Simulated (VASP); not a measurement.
Band structure of ZrO2 (fluorite). All values below come from r2SCAN meta-GGA with spin-orbit coupling, VASP's PBE PAW potentials (set 64) (plane waves; VASP).

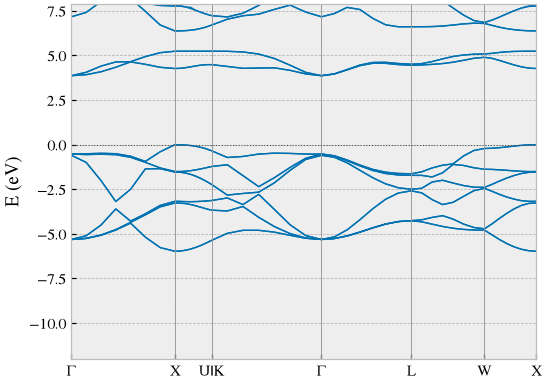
Figure. Bands along high-symmetry lines, zero at the valence-band maximum or, without a gap, the Fermi level

### Question
Read the plot: is there a gap, and where are the band edges?

### Answer
The gap is indirect, 3.87 eV, from the valence maximum at X to the conduction minimum at Γ.

The compound is ZrO2 in the fluorite structure, the high-temperature cubic form, which is unstable at 0 K; the monoclinic form is the stable one. It was relaxed first.
